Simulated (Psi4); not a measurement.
# One shape, several levels: [SiF3]− (SMILES F[Si-](F)F)

Wanted: a comparison of 3 runs (PBE/3-21G, PBE/6-311G**, OREMP2/6-31G*) of [SiF3]−. 

The results are computed with Psi4 1.11.

2 further runs of the same task are left out: 2 set aside as unsound or not needed.

## Step 1: The structure to begin with

[SiF3]−: 4 atoms, total charge -1, spin state singlet. SMILES: `F[Si-](F)F`. The shape is that of a GFN2-xTB optimisation.

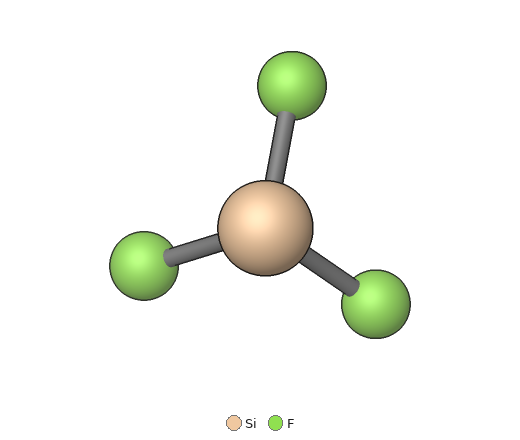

Viewed from a chosen angle; silicon light orange, fluorine green.

## Step 2: Energy and forces at PBE/3-21G (run 1)

The input, input.json:

```json
{
 "schema_name": "qcschema_input",
 "schema_version": 1,
 "molecule": {
  "schema_name": "qcschema_molecule",
  "schema_version": 2,
  "symbols": ["Si", "F", "F", "F"],
  "geometry": [-0.00844708, 0.01090372, 1.29455688, 2.69911472, -0.05850592, -0.40997608, -1.29882766, 2.36263009, -0.4588444, -1.39183998, -2.31502789, -0.4257553],
  "molecular_charge": -1,
  "molecular_multiplicity": 1,
  "fix_symmetry": "c1"
 },
 "driver": "gradient",
 "model": {
  "method": "pbe",
  "basis": "3-21G"
 },
 "keywords": {
  "puream": true,
  "e_convergence": 1e-09,
  "d_convergence": 1e-08,
  "scf_type": "pk",
  "dft_radial_points": 99,
  "dft_spherical_points": 590
 }
}
```

On the command line:

```console
$ psi4 --qcschema input.json -n 1 --memory 1600MB
```

stdout:

```text
[...]
  Running in c1 symmetry.
[...]
  Nuclear repulsion =  169.961164019068690
[...]
  Multiplicity = 1
[...]
  Nalpha       = 21
  Nbeta        = 21
[...]
    Number of basis functions: 40
[...]
   @RKS iter   1:  -585.45172178016549   -5.36792e-01   1.63295e-02 ADIIS/DIIS
[...]
   @RKS iter  10:  -585.57658771833906   -6.82121e-13   8.78422e-09 DIIS
[...]
    Orbital Energies [Eh]
    ---------------------
    Doubly Occupied:
       1A    -64.747142     2A    -23.834268     3A    -23.832992
       4A    -23.832553     5A     -4.809724     6A     -3.223084
       7A     -3.223071     8A     -3.217519     9A     -0.799081
      10A     -0.765014    11A     -0.764348    12A     -0.209313
      13A     -0.123520    14A     -0.123293    15A     -0.096357
      16A     -0.061109    17A     -0.060792    18A     -0.040199
      19A     -0.039735    20A     -0.029406    21A      0.051599
[...]
  @RKS Final Energy:  -585.57658771833906
   => Energetics <=
    Nuclear Repulsion Energy =            169.9611640190686899
    One-Electron Energy =               -1166.4156527895345334
    Two-Electron Energy =                 463.0661664021944830
    DFT Exchange-Correlation Energy =     -52.1882653500677733
    Empirical Dispersion Energy =           0.0000000000000000
    VV10 Nonlocal Energy =                  0.0000000000000000
    Total Energy =                       -585.5765877183390558
[...]
 Multipole Moments:
 ------------------------------------------------------------------------------------
     Multipole            Electronic (a.u.)      Nuclear  (a.u.)        Total (a.u.)
 ------------------------------------------------------------------------------------
 L = 1.  Multiply by 2.5417464519 to convert [e a0] to [Debye]
 Dipole X            :          0.0108193           -0.0056406            0.0051787
 Dipole Y            :         -0.0084760            0.0072811           -0.0011949
 Dipole Z            :         -1.1775657            0.8644599           -0.3131058
 Magnitude           :                                                    0.3131509
[...]
  -Total Gradient:
     Atom            X                  Y                   Z
    ------   -----------------  -----------------  -----------------
       1        0.001228113438     0.000375186670    -0.005794932033
       2       -0.012143866951     0.000160290709     0.002338168753
       3        0.005371618224    -0.009636823014     0.001968929402
       4        0.005560721203     0.009118795654     0.001477858364
[...]
```

The result, in JSON:

```text
{
 "driver": "gradient",
 "model": {
  "method": "pbe",
  "basis": "3-21G"
 },
 "success": true,
 "return_result": [0.0012281134384598852, 0.00037518666960585515, -0.005794932032883643, -0.012143866950798082, 0.00016029070885050303, 0.002338168753495684, 0.005371618223528052, -0.009636823014084805, 0.001968929402165767, 0.00556072120289805, 0.009118795653616563, 0.0014778583640491366],
 "properties": {
  "calcinfo_nbasis": 40,
  "calcinfo_nmo": 40,
  "calcinfo_nalpha": 21,
  "calcinfo_nbeta": 21,
  "calcinfo_natom": 4,
  "nuclear_repulsion_energy": 169.9611640190687,
  "return_energy": -585.576587718339,
  "return_gradient": [0.0012281134384598852, 0.00037518666960585515, -0.005794932032883643, -0.012143866950798082, 0.00016029070885050303, 0.002338168753495684, 0.005371618223528052, -0.009636823014084805, 0.001968929402165767, 0.00556072120289805, 0.009118795653616563, 0.0014778583640491366],
  "scf_one_electron_energy": -1166.4156527895345,
  "scf_two_electron_energy": 463.0661664021945,
  "scf_xc_energy": -52.18826535006777,
  "scf_dipole_moment": [0.0051786548738594895, -0.0011949432400495397, -0.31310577814981433],
  "scf_total_energy": -585.576587718339,
  "scf_total_gradient": [0.0012281134384598852, 0.00037518666960585515, -0.005794932032883643, -0.012143866950798082, 0.00016029070885050303, 0.002338168753495684, 0.005371618223528052, -0.009636823014084805, 0.001968929402165767, 0.00556072120289805, 0.009118795653616563, 0.0014778583640491366],
  "scf_iterations": 10
 }
}
```

Run time: 4.2 s. Hardware: 1 thread of Intel Xeon 6975P-C (Granite Rapids), shared host; peak memory 0.4 GiB.

## Step 3: The energy at PBE/6-311G(d,p) (run 2)

The input, f3si.xyz:

```xyz
4
F3Si
Si    -0.004470     0.005770     0.685050
F      1.428310    -0.030960    -0.216950
F     -0.687310     1.250250    -0.242810
F     -0.736530    -1.225060    -0.225300
```

The input, job.py:

```python
import psi4

psi4.set_memory('1600 MB')
psi4.set_num_threads(1)
psi4.core.set_output_file('output.dat', False)

with open('f3si.xyz') as f:
    atoms = ''.join(f.readlines()[2:])
geom = psi4.geometry('-1 1\n' + atoms + 'symmetry c1\nno_reorient\nno_com')

psi4.set_options({
    'basis': '6-311G**',
    'puream': True,
    'e_convergence': 1e-09,
    'd_convergence': 1e-08,
    'scf_type': 'pk',
    'dft_radial_points': 99,
    'dft_spherical_points': 590,
})

result, w = psi4.energy('pbe', molecule=geom, return_wfn=True)
psi4.oeprop(w, 'WIBERG_LOWDIN_INDICES', 'MULLIKEN_CHARGES', 'LOWDIN_CHARGES')
print(f'total energy {result:.8f} hartree = {result * 27.211386:.5f} eV')
```

On the command line:

```console
$ python job.py
```

output.dat:

```text
[...]
  Running in c1 symmetry.
[...]
  Nuclear repulsion =  169.961163950126291
[...]
  Multiplicity = 1
[...]
  Nalpha       = 21
  Nbeta        = 21
[...]
    Number of basis functions: 80
[...]
   @RKS iter   1:  -588.68368050428057   -4.92922e-01   1.03207e-02 ADIIS/DIIS
[...]
   @RKS iter  11:  -588.88187874043638   -5.22959e-12   3.68051e-09 DIIS
[...]
    Orbital Energies [Eh]
    ---------------------
    Doubly Occupied:
       1A    -65.200824     2A    -23.973717     3A    -23.973274
       4A    -23.972946     5A     -4.849354     6A     -3.261863
       7A     -3.261855     8A     -3.255992     9A     -0.835785
      10A     -0.806943    11A     -0.806309    12A     -0.250722
      13A     -0.172813    14A     -0.172548    15A     -0.146475
      16A     -0.122586    17A     -0.122355    18A     -0.092305
      19A     -0.091949    20A     -0.082525    21A      0.023914
[...]
  @RKS Final Energy:  -588.88187874043638
   => Energetics <=
    Nuclear Repulsion Energy =            169.9611639501262914
    One-Electron Energy =               -1169.6608374965132953
    Two-Electron Energy =                 463.0877843076682439
    DFT Exchange-Correlation Energy =     -52.2699895017176743
    Empirical Dispersion Energy =           0.0000000000000000
    VV10 Nonlocal Energy =                  0.0000000000000000
    Total Energy =                       -588.8818787404363775
[...]
 Multipole Moments:
 ------------------------------------------------------------------------------------
     Multipole            Electronic (a.u.)      Nuclear  (a.u.)        Total (a.u.)
 ------------------------------------------------------------------------------------
 L = 1.  Multiply by 2.5417464519 to convert [e a0] to [Debye]
 Dipole X            :          0.0488369           -0.0422354            0.0066015
 Dipole Y            :         -0.0549952            0.0545186           -0.0004766
 Dipole Z            :         -6.7649565            6.4726143           -0.2923422
 Magnitude           :                                                    0.2924171
[...]
  Mulliken Charges: (a.u.)
   Center  Symbol    Alpha    Beta     Spin     Total
       1    SI     6.75696  6.75696  0.00000  0.48609
       2     F     4.74725  4.74725  0.00000 -0.49449
       3     F     4.74776  4.74776  0.00000 -0.49552
       4     F     4.74804  4.74804  0.00000 -0.49607
   Total alpha = 21.00000, Total beta = 21.00000, Total charge = -1.00000
  Lowdin Charges: (a.u.)
   Center  Symbol    Alpha    Beta     Spin     Total
       1    SI     6.96394  6.96394  0.00000  0.07211
       2     F     4.67804  4.67804  0.00000 -0.35608
[...]
```

Standard output:

```text
total energy -588.88187874 hartree = -16024.29211 eV
```

It took 5.7 s on 1 thread of Intel Xeon 6975P-C (Granite Rapids), shared host; peak memory 0.65 GiB.

## Step 4: The energy at OREMP2/6-31G(d) (DKH3, density fitting, density fitting for correlation, Cartesian functions) (run 3)

The input, input.in:

```
memory 1600 mb

molecule geom {
  -1 1
  Si
  F 1 1.693461
  F 1 1.695855 2 93.73622
  F 1 1.696936 2 93.64187 3 93.9837
  no_reorient
  no_com
}

set {
  basis        6-31G*
  reference    rhf
  scf_type     df
  freeze_core  true
  cc_type      df
  guess        sadno
  maxiter      50
  relativistic dkh
  dkh_order    3
}

energy("oremp2")
```

On the command line:

```console
$ psi4 -n 1 input.in input.out
```

input.out:

```text
[...]
  Running in c1 symmetry.
[...]
  Nuclear repulsion =  169.961183804662767
[...]
  Multiplicity = 1
[...]
  Nalpha       = 21
  Nbeta        = 21
[...]
    Number of basis functions: 64
[...]
   @DF-RHF iter   1:  -587.45799377621302   -5.87458e+02   2.76828e-02 DIIS/ADIIS
[...]
   @DF-RHF iter  11:  -588.18462500875137   -1.47793e-12   3.07142e-09 DIIS
[...]
    Orbital Energies [Eh]
    ---------------------
    Doubly Occupied:
       1A    -68.784754     2A    -26.056680     3A    -26.056147
       4A    -26.055758     5A     -5.973803     6A     -4.054721
       7A     -4.054702     8A     -4.052191     9A     -1.335311
      10A     -1.305291    11A     -1.304536    12A     -0.532019
      13A     -0.444232    14A     -0.444037    15A     -0.427796
      16A     -0.401200    17A     -0.401091    18A     -0.365648
      19A     -0.365293    20A     -0.357891    21A     -0.118864
[...]
  @DF-RHF Final Energy:  -588.18462500875137
   => Energetics <=
    Nuclear Repulsion Energy =            169.9611838046627668
    One-Electron Energy =               -1170.5076918691925130
    Two-Electron Energy =                 412.3618830557782644
    Total Energy =                       -588.1846250087514818
[...]
 Multipole Moments:
 ------------------------------------------------------------------------------------
     Multipole            Electronic (a.u.)      Nuclear  (a.u.)        Total (a.u.)
 ------------------------------------------------------------------------------------
 L = 1.  Multiply by 2.5417464519 to convert [e a0] to [Debye]
 Dipole X            :          0.5629357           -0.5329641            0.0299716
 Dipole Y            :          0.5278230           -0.4967418            0.0310811
 Dipole Z            :          0.4990192           -0.4653734            0.0336459
 Magnitude           :                                                    0.0547392
[...]
	Warning: cc_lambda option is changed to TRUE
	For this residual convergence, default PCG convergence is:     1.00e-07
[...]
	DF-MP2 Total Energy (a.u.)         :  -588.79063281739843
[...]
```

It took 17 s on 1 thread of Intel Xeon 6975P-C (Granite Rapids), shared host; peak memory 0.22 GiB.

## Step 5: All runs side by side

| run | level | task | integrals | energy (Eh) | HOMO energy (eV) | LUMO energy (eV) | HOMO–LUMO gap (eV) | wall time |
| --- | --- | --- | --- | --- | --- | --- | --- | --- |
| 1 | PBE/3-21G | gradient | pk | -585.576588 | 1.40 | 7.07 | 5.67 | 4.2 s |
| 2 | PBE/6-311G** | energy | pk | -588.881879 | 0.65 | 5.62 | 4.97 | 5.7 s |
| 3 | OREMP2/6-31G* (DKH3, density fitting, density fitting for correlation, Cartesian functions) | energy | df | -588.803454 | -3.23 | 9.73 | 12.97 | 17 s |

## Step 6: Summary of results

| quantity | value |
| --- | --- |
| run 3: total energy | -588.80345 Eh |
| run 3: HOMO energy (Hartree–Fock orbitals) | -3.23 eV |
| run 3: LUMO energy (Hartree–Fock orbitals) | 9.73 eV |
| run 3: HOMO–LUMO gap (to an unbound level, set by the basis) | 12.97 eV |
| run 3: correlation energy (8 core orbitals frozen) | -618.8 mEh |

What this shows: Some runs of one species differ in core potentials or relativity; totals across that change don't compare. In runs 1, 2 the HOMO lies above zero, so the outermost electron may be held by the basis alone. All runs together took 26 s, the longest 17 s.
